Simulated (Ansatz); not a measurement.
AlH$_{2}$Si$_{2}$ (SMILES [AlH]1[Si]=[SiH]1) (doublet)

```xyz
5

Al   -2.5269   -0.6515   -0.5465
Si   -0.6739    0.8227   -0.7966
Si   -0.8285   -0.8823   -2.1643
H    -3.8702   -1.2061    0.0866
H    -0.2357   -1.6360   -3.3200
```

Geometry: r2SCAN-D4/def2-SVP.

These are results of isolated molecule in a Gaussian basis; Kohn-Sham density functional theory, functional PBE0 (Ansatz 0.2.0), not measurements.

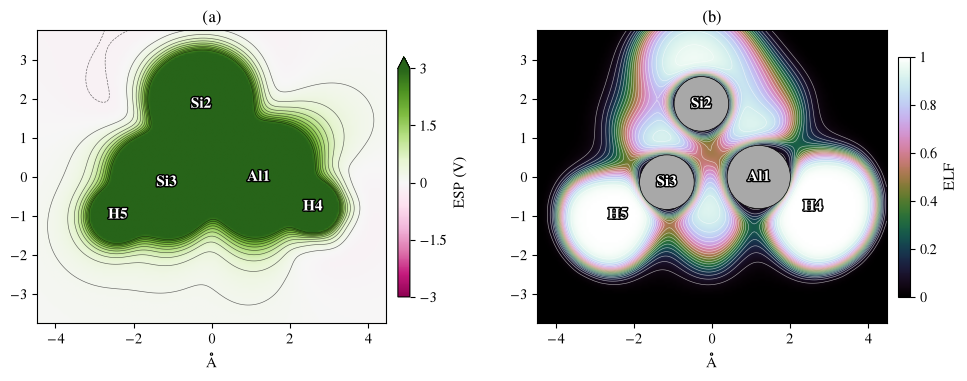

Figure 1. (a) electrostatic potential; (b) ELF on the molecular plane. Grey discs cover the atomic cores in the ELF map.

### What does the map show?

- The section cuts through Al, Si and H sites.
- Si–Si (2.19 Å): the ELF peaks at about 0.80 between the atoms, as expected for a covalent bond.
- Al–Si (2.36 Å): the ELF peaks at about 0.75 in the valence shell of Si, 1.1 Å from its nucleus, and is about 0.75 at the midpoint.
- Si–H (1.50 Å): the ELF climbs to about 1 towards the hydrogen, as it does in any bond to H.
- Al–H (1.59 Å): the ELF climbs to about 1 towards the hydrogen.
- The ELF also peaks beside Si2, away from the bonds: non-bonding electrons, paired or unpaired.
- The potential has no marked negative region in this plane.

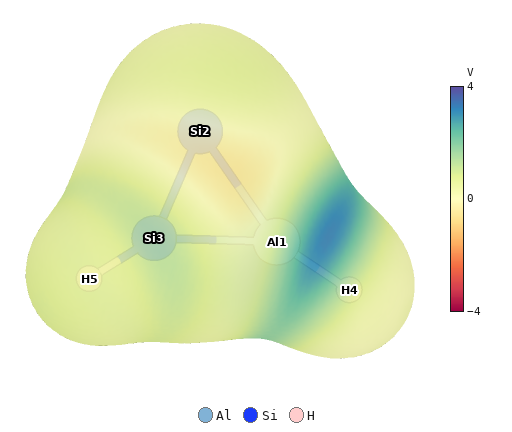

Figure 2. The electrostatic potential painted on the density surface at 0.004 e/bohr³, seen at a tilt; red is negative and blue positive.

### Describe the electrostatic potential map.

The most negative region (about −0.5 V) lies over Si2, the most positive (about +3.2 V) over Al1.

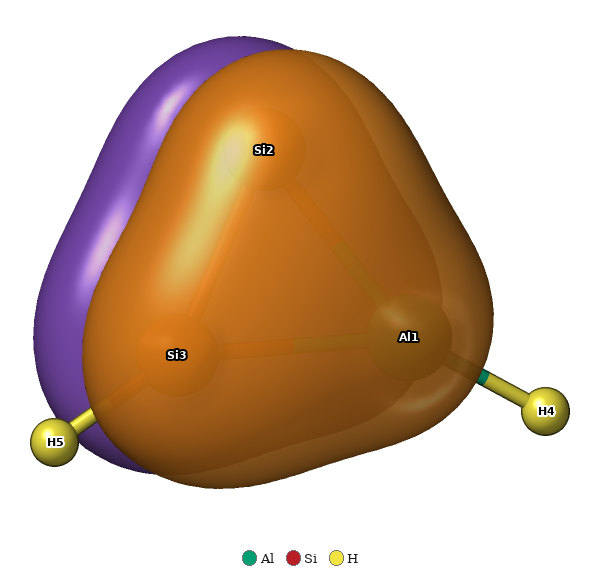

Figure 3. The HOMO−1 (α) at ±0.08 Å⁻³ᐟ² (orange and purple are the two phases), seen at a tilt.

### What is the character of this orbital?

By Hirshfeld shares it lies mainly on Si3 (about 40 %), Si2 (about 35 %) and Al1 (about 20 %); it changes sign across the molecular plane (π type); π-bonding across Al1–Si2, Al1–Si3 and Si2–Si3. Its energy is −6.45 eV.

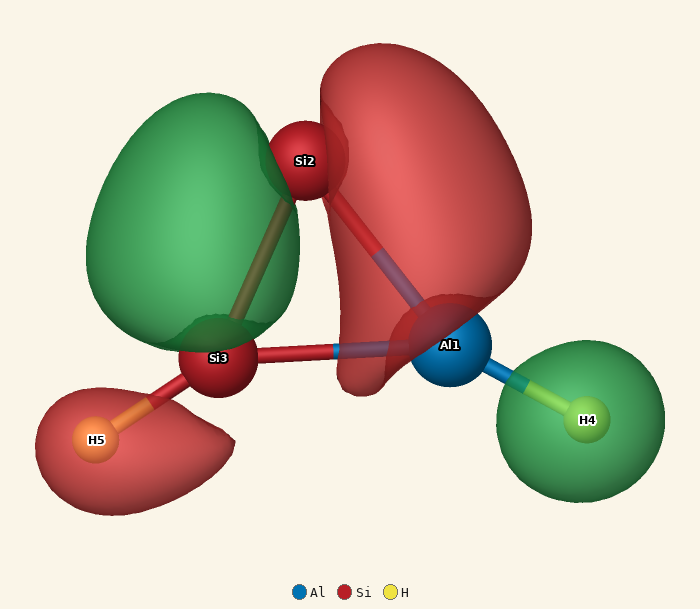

Figure 4. The HOMO−1 (β) at ±0.1 Å⁻³ᐟ² (green and red are the two phases), seen at a tilt.

### Where does this orbital lie, and at what energy?

Its weight (Hirshfeld) is mainly on Si2 (about 40 %), Si3 (about 25 %), Al1 (about 20 %) and H4 (about 10 %); it is symmetric in the molecular plane (an in-plane orbital: σ, lone-pair or in-plane π type). Its energy is −6.97 eV.
